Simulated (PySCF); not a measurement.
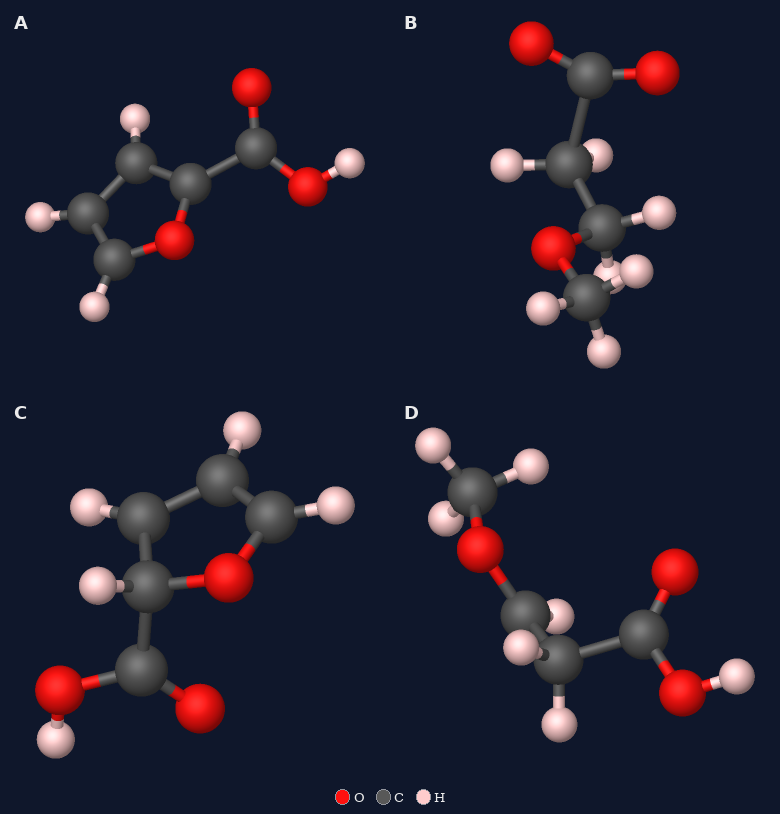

Simulated data, not a measurement (program: PySCF).

Which panel belongs to which SMILES?
(1) CO[CH]CC(=O)O
(2) O=C(O)[C@@H]1[CH]C=CO1
(3) COCCC([O])=O
(4) O=C(O)[C+]1[CH]C=CO1

Answer. A is (4), B is (3), C is (2), D is (1).
